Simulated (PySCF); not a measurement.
## A study: C$_{6}$H$_{7}$Ge, doublet, SMILES `CC#[C][GeH][C]#CC`

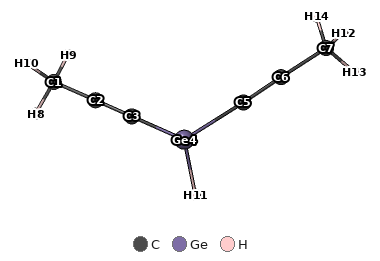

The molecule, with its atoms numbered as below. No frequency check shows the geometry to be a minimum.

Cartesian coordinates (Å):

```
C1      -3.6928    1.5506   -0.0051
C2      -2.5156    0.7091    0.0052
C3      -1.5134    0.0357   -0.0580
Ge4     -0.0000   -1.1339    0.0641
C5       1.5132    0.0359   -0.0590
C6       2.5153    0.7096    0.0047
C7       3.6930    1.5504   -0.0046
H8      -4.3698    1.2389   -0.8005
H9      -3.4093    2.5904   -0.1678
H10     -4.2106    1.4713    0.9513
H11     -0.0005   -1.8594   -1.3185
H12      4.3585    1.2607    0.8094
H13      4.2245    1.4420   -0.9502
H14      3.4089    2.5947    0.1250
```

### 1. Bonding charge

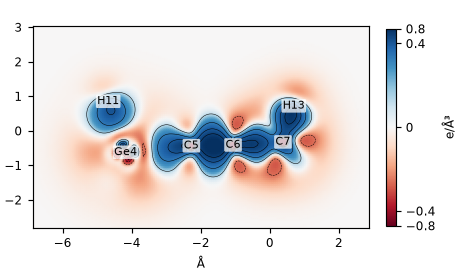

Deformation density (molecule less spherical, spin-averaged free atoms) in the plane of Ge4, C5, C6, C7, H11 and H13; colour scale in e/Å³, logarithmic beyond ±0.1; blue: gain, red: loss.

Method: HF/def2-SVP; geometry: GFN2-xTB; program: PySCF. The stability of the open-shell solution wasn't checked. GFN2-xTB doesn't know the spin state, so this open-shell geometry is rough.

Q: How much density has each bond in this plane gained at its critical point, relative to the free atoms?

A: C5–C6: +0.85 e/Å³ at the bond critical point (bond length 1.21 Å, Mayer order 3.1). C7–H13: +0.69 e/Å³ at the bond critical point (bond length 1.09 Å, Mayer order 1.0). C6–C7: +0.57 e/Å³ at the bond critical point (bond length 1.45 Å, Mayer order 0.9). Ge4–H11: +0.24 e/Å³ at the bond critical point (bond length 1.56 Å, Mayer order 1.0). Ge4–C5: +0.15 e/Å³ at the bond critical point (bond length 1.92 Å, Mayer order 0.9). In all, 3.4 electrons gather in the regions of gain relative to the promolecule.

Q: Where do the Hirshfeld charges lie?

A: The highest Hirshfeld charge is on Ge4 (+0.39 e), the lowest on C3 and C5 (−0.22 e).

| atom | charge (e) |
| --- | --- |
| C1 | −0.07 |
| C2 | −0.04 |
| C3 | −0.22 |
| Ge4 | +0.39 |
| C5 | −0.22 |
| C6 | −0.04 |
| C7 | −0.07 |
| H8 | +0.06 |
| H9 | +0.06 |
| H10 | +0.06 |
| H11 | −0.07 |
| H12 | +0.06 |
| H13 | +0.06 |
| H14 | +0.06 |

### 2. Bond critical points

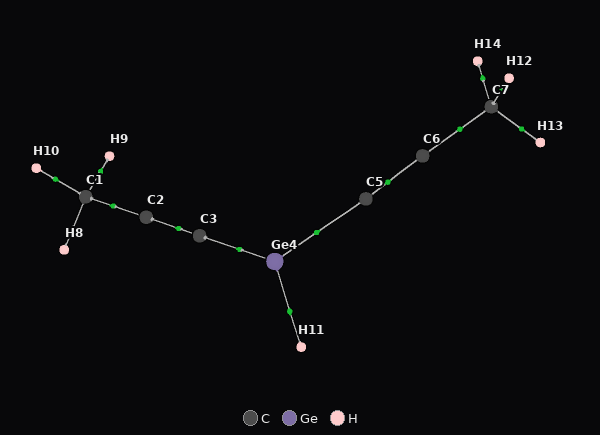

Molecular graph of the electron density (QTAIM): bond paths, bond critical points (green), ring points (magenta, if any); weak paths are dashed.

Q: How many critical points of each kind are there, and does the count close?

A: 14 nuclei, 13 bond, 0 ring and 0 cage critical points: 14 − 13 + 0 − 0 = 1, as the Poincaré–Hopf relation requires.

Q: Tabulate density, Laplacian, ellipticity and energy density at the bond critical points (atomic units).

A:
```tsv
bond	length (Å)	ρ (a.u.)	∇²ρ (a.u.)	ε	H (a.u.)
C2–C3 (2 alike)	1.209	0.398	−1.00	0.03	−0.684
C7–H14	1.090	0.282	−1.08	0.01	−0.312
C1–H9	1.090	0.282	−1.08	0.01	−0.312
C1–H8	1.090	0.282	−1.08	0.01	−0.312
C7–H13	1.090	0.282	−1.08	0.01	−0.312
C1–H10	1.090	0.281	−1.07	0.01	−0.311
C7–H12	1.091	0.281	−1.07	0.01	−0.311
C1–C2 (2 alike)	1.447	0.280	−0.81	0.00	−0.271
Ge4–H11	1.561	0.127	+0.04	0.02	−0.078
C3–Ge4 (2 alike)	1.917	0.126	+0.19	0.03	−0.070
```

Q: What kind of interaction is C7–H12?

A: Shared-shell (covalent): ρ = 0.281, ∇²ρ = −1.07, H = −0.311 a.u.

### 3. Local ionisation energy

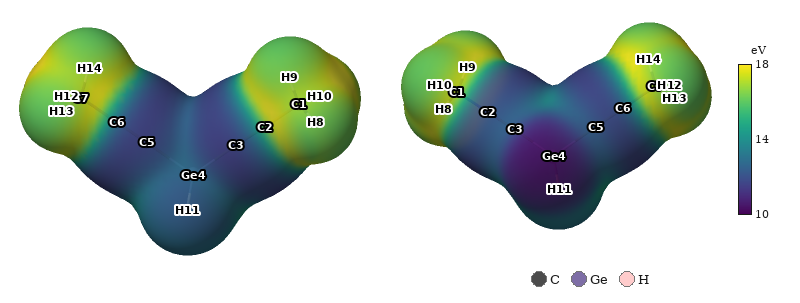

Average local ionisation energy on the surface of electron density 0.001 a.u. (back view left, front view right).

Q: Where are the most loosely bound electrons on this surface?

A: The lowest value is 10.2 eV, 2.4 Å from Ge4. Further minima include 11.6 eV, off the C5–C6 bond (2.1 to 2.2 Å from its atoms), and at like points elsewhere; 11.6 eV, off the C2–C3 bond (2.1 to 2.2 Å from its atoms). For comparison, the highest occupied orbital lies at −9.0 eV.

Q: What volume does the surface enclose, and what is the dipole moment?

A: About 170 Å³; the dipole moment is 1.1 D.

### 4. Spin density

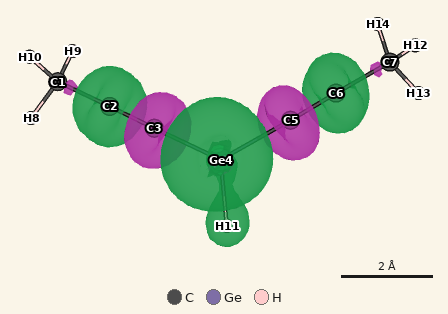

Spin density ρα − ρβ at ±0.03 e/Å³ (green: excess α, purple: excess β).

Q: Give the atomic spin populations that go with this picture.

A: Hirshfeld spin populations: Ge4 +0.74, C2 and C6 +0.20 and H11 +0.06. Spin polarisation leaves negative spin on C3 and C5 (−0.13). ⟨S²⟩ = 0.83, against 0.75 for a pure state. The picture also shows regions of β spin from spin polarisation; the Hirshfeld sums, whose atoms overlap, net them against the α spin of neighbours.

### 5. In an electric field

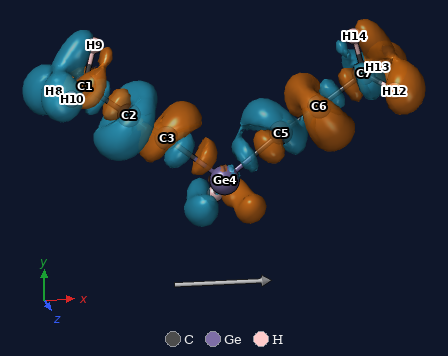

Change of the electron density in a uniform field of 0.26 V/Å along +x (arrow), surfaces at ±0.003 e/Å³ (light blue: gain, orange: loss).

Method: ωB97X/def2-SVP; geometry: GFN2-xTB; program: PySCF. A basis without diffuse functions makes polarisabilities too small. The stability of the open-shell solution wasn't checked. GFN2-xTB doesn't know the spin state, so this open-shell geometry is rough.

Q: How large is the response?

A: The induced dipole is 1.78 D (along the field); α along this axis, from the fields in both directions, is 140 bohr³ (20.8 Å³).

Q: Which atoms gain and lose the most charge?

A: Electrons gather most on C2 (Hirshfeld charge changes by −0.019 e) and leave C6 most (+0.020 e); 0.120 electrons are displaced in all.

### 6. Removing or adding an electron

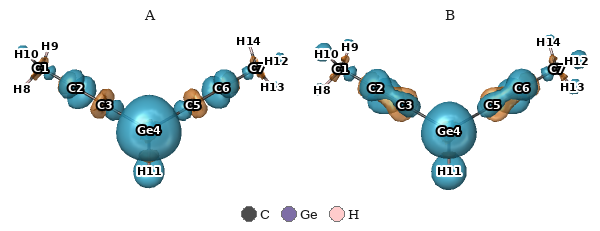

The two Fukui functions at ±0.03 e/Å³ (light blue positive, orange negative).

PySCF calculation, B3LYP/def2-SVP, gas phase; geometry: GFN2-xTB. GFN2-xTB doesn't know the spin state, so this open-shell geometry is rough.

Q: Which panel is f⁻ (electron removed) and which f⁺ (electron added)?

A: A is f⁺, B is f⁻. f⁻ (Hirshfeld-condensed) is largest on Ge4 (0.31); the vertical ionisation energy is 7.85 eV (to the singlet cation, which needn't be its lowest state). f⁺ (Hirshfeld-condensed) is largest on Ge4 (0.44); the vertical electron affinity is 1.53 eV (to the singlet anion, which needn't be its lowest state; the anion's highest orbital has positive energy, so this value and f⁺ depend on the basis).
